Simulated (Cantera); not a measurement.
Charge: 1 mol AlN, 0.88 mol H₂O, equilibrated at 75.0 Torr.

Equilibrium computed with Cantera from the NASA thermochemical tables; the gas is ideal and each condensed phase is pure. Candidate condensed phases: Al, AlN, Al₂O₃, H₂O; 35 gas species. Mutual solubility and eutectic melting of coexisting phases are not modelled. The tables' values for AlOH are old estimates; treat these amounts as uncertain. Condensed phases not in the tables: aluminium oxynitride. Kinetics and transport are ignored.

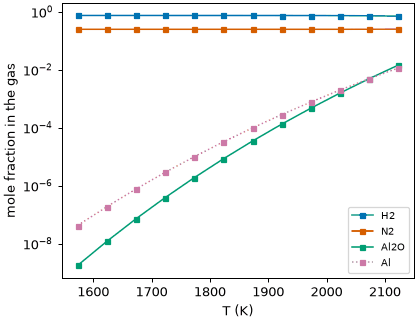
Figure: Equilibrium gas composition (values under 1e-9 drawn at 1e-9)

From 1573 K to 2123 K the condensed part is AlN(s) + Al₂O₃(s). The main Al-bearing gas is Al at 1573 K and Al₂O at 2123 K.
